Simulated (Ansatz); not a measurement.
C11b WSi2, treated with BLYP (plane waves, PAW; Ansatz, an electronic-structure program).

Settings: plane-wave cutoff 520 eV, 24×24×24 k mesh, Fermi–Dirac smearing 0.05 eV, no spin polarisation, scalar-relativistic PAW data made under PBE.

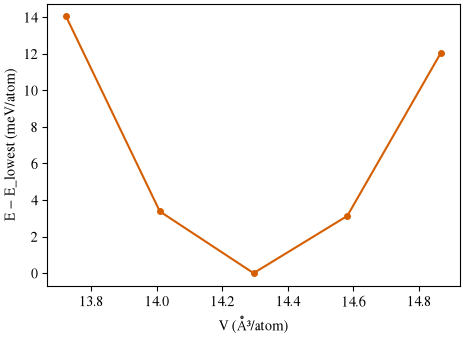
*Total energy against volume*

Question: From the curve, estimate the equilibrium volume and the bulk modulus.

Answer: V0 ≈ 14.3 Å³/atom and B0 ≈ 180 GPa; the fit gives V0 = 14.295 Å³/atom, B0 = 182 GPa, B′ = 4.7.

Shape and atoms are relaxed at each volume.

Note: the bulk modulus comes from volumes at which shape and atoms were relaxed.

Spin–orbit coupling is not included.

Static lattice: no zero-point or thermal effects.
